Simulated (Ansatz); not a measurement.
**Geometry relaxation of HBr**

The run: geometry relaxation of HBr. Method and program: RKS PBE0-D4/def2-TZVP (Ansatz 0.2.0).

Figures and captions count atoms from 1; the log counts them from 0 in places.

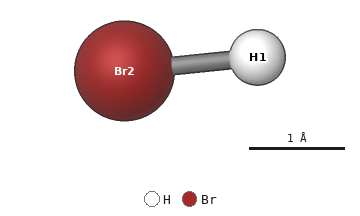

**Figure 1.** The input geometry (ball-and-stick view, seen at a tilt; atoms are numbered from 1 in the order of the input).

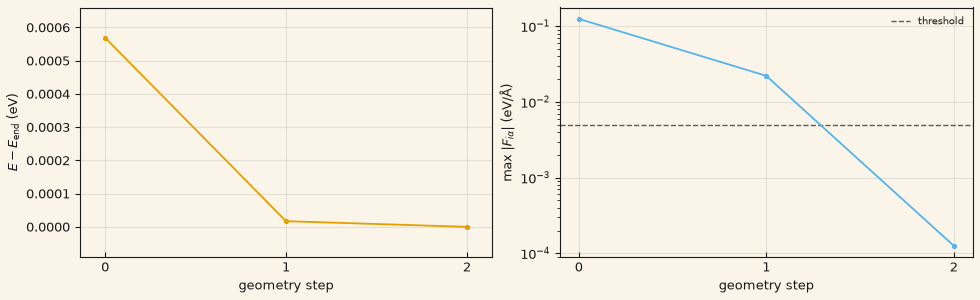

**Figure 2.** Progress of the relaxation, step by step (the first geometry is step 0 here and step 1 in the log). The atoms keep their places after the best rigid fit (all moves are under 0.005 Å). Distances before and after: H1–Br2 1.427 → 1.421 Å. The energy falls by 0.001 eV in 2 geometry steps. The largest force component goes from 0.13 to 0.00013 eV/Å. (Atoms are counted from 1 in the order of the input.)

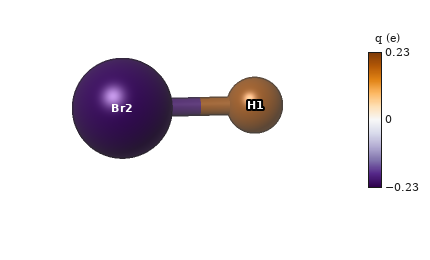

**Figure 3.** Mulliken charges, as the colour of each atom (ball-and-stick view, seen at a tilt; atoms are numbered from 1 in the order of the input; Mulliken charges depend strongly on the basis). By element: H +0.22 and Br −0.22 e.

The input that produced these results follows, with the program's output.

Input file
```yaml
crystal:
  periodic: [false, false, false]
  atoms:
    - {symbol: H, position_ang: [0.649119, -0.337909, -2.185261]}
    - {symbol: Br, position_ang: [1.466601, -1.387072, -2.702818]}
basis:
  gaussian: {orbitals: def2-TZVP}
hamiltonian: {xc: pbe0, dispersion: d4}
relax: {f_tol: 0.005, max_steps: 200}
```

Command:
```bash
ansatz run in.yaml --threads 8 --pin off --events-out ev --progress --plain --max-ram 19148MiB
```

Log
```
Functional definition: PBE0
  name "PBE0"
  cite "Adamo & Barone, J. Chem. Phys. 110, 6158 (1999) doi:10.1063/1.478522"
  cite "Perdew, Burke & Ernzerhof, Phys. Rev. Lett. 77, 3865 (1996) doi:10.1103/PhysRevLett.77.3865"
  parent pbe
  parameter a = 0.25
  parameter kappa = 0.804
  parameter beta = 0.06672455060314922
  exchange = (1 - a)*pbe_x(kappa = kappa, mu = beta*pi^2/3) + a*exact_x
  correlation = pbe_c(beta = beta)
457 factors; their error is unknown
mean field evaluation 1: about -70054.0292 eV, gradient 6.5e0 eV
mean field evaluation 2: about -70054.0942 eV, gradient 3.6e0 eV
mean field evaluation 4: about -70054.1310 eV, gradient 6.9e-2 eV
mean field evaluation 8: about -70054.5722 eV, gradient 6.1e-3 eV
mean field -70054.57221097 eV, -2574.4580440585 hartree, gradient 2.2e-5 eV, S^2 0.000000; 0 other end points of the search recorded, 0 dependent functions left out
the calculation of the forces begins
reference -70054.57222825 eV, -2574.4580446937 hartree; 18, 18 occupied and 36, 36 virtual orbitals, 457 factors
relax step   1: F+E_penalty+E_count = -70054.57773249 eV  Δ(F+E_penalty+E_count) = +0.000e0 eV  max|allowed force component| = 1.252e-1 eV/Å  Δτ_max = 0.0000 Å  (23 SCF iters, accepted)
these checks for a lower state are left out or cut short: starts, cluster_reference, orbital_swaps, neighbouring_geometries, increment
457 factors; their error is unknown
mean field evaluation 16: about -70054.1322 eV, gradient 1.9e-4 eV
mean field -70054.57276434 eV, -2574.4580643946 hartree, gradient 9.2e-6 eV, S^2 0.000000; 0 other end points of the search recorded, 0 dependent functions left out
the calculation of the forces begins
reference -70054.57278162 eV, -2574.4580650295 hartree; 18, 18 occupied and 36, 36 virtual orbitals, 457 factors
relax step   2: F+E_penalty+E_count = -70054.57828404 eV  Δ(F+E_penalty+E_count) = -5.516e-4 eV  max|allowed force component| = 2.211e-2 eV/Å  Δτ_max = 0.0027 Å  (29 SCF iters, accepted)
these checks for a lower state are left out or cut short: starts, cluster_reference, orbital_swaps, neighbouring_geometries, increment
457 factors; their error is unknown
mean field -70054.57278216 eV, -2574.4580650495 hartree, gradient 9.1e-6 eV, S^2 0.000000; 0 other end points of the search recorded, 0 dependent functions left out
the calculation of the forces begins
reference -70054.57279944 eV, -2574.4580656844 hartree; 18, 18 occupied and 36, 36 virtual orbitals, 457 factors
relax step   3: F+E_penalty+E_count = -70054.57830148 eV  Δ(F+E_penalty+E_count) = -1.743e-5 eV  max|allowed force component| = 1.263e-4 eV/Å  Δτ_max = 0.0006 Å  (29 SCF iters, accepted)
457 factors; their error is unknown
mean field evaluation 32: about -70054.1322 eV, gradient 1.2e-4 eV
mean field -70054.57278216 eV, -2574.4580650495 hartree, gradient 9.1e-6 eV, S^2 0.000000; 1 other end points of the search recorded, 0 dependent functions left out
the calculation of the forces begins
reference -70054.57279944 eV, -2574.4580656844 hartree; 18, 18 occupied and 36, 36 virtual orbitals, 457 factors
Total energy: -70054.57831875 eV, -2574.4582685156 hartree
Atom 0 at     0.651024    -0.340355    -2.186467 Å, force    -0.000098     0.000126     0.000062 eV/Å
Atom 1 at     1.464696    -1.384626    -2.701612 Å, force     0.000098    -0.000126    -0.000062 eV/Å
Dipole moment:    -0.113606     0.145803     0.071925 e Å
```

Trajectory as extended XYZ (Å, eV, eV/Å), 3 frames, from step=1 to step=3
```
2
Properties=species:S:1:pos:R:3:forces:R:3 step=1 energy=-70054.57773
H     0.6491   -0.3379   -2.1853    0.0975  -0.1252  -0.0617
Br    1.4666   -1.3871   -2.7028   -0.0975   0.1252   0.0617
2
Properties=species:S:1:pos:R:3:forces:R:3 step=2 energy=-70054.57828
H     0.6507   -0.3399   -2.1863    0.0172  -0.0221  -0.0109
Br    1.4650   -1.3851   -2.7018   -0.0172   0.0221   0.0109
2
Properties=species:S:1:pos:R:3:forces:R:3 step=3 energy=-70054.57830
H     0.6510   -0.3404   -2.1865   -0.0001   0.0001   0.0001
Br    1.4647   -1.3846   -2.7016    0.0001  -0.0001  -0.0001
```

Results in brief

```csv
quantity,value
outcome,converged
total energy,−70054.5783 eV
mean-field energy,−70054.5728 eV
dispersion energy,−0.0055 eV
SCF solution under orbital rotations,stable
largest force (length of the vector) at the end,under 0.001 eV/Å
dipole moment,0.95 D
hardware,"8 threads of Arm Neoverse V1, 23 GiB of memory available, shared host"
wall time,0.75 s (CPU time 3.4 s)
peak memory,0.53 GiB
```
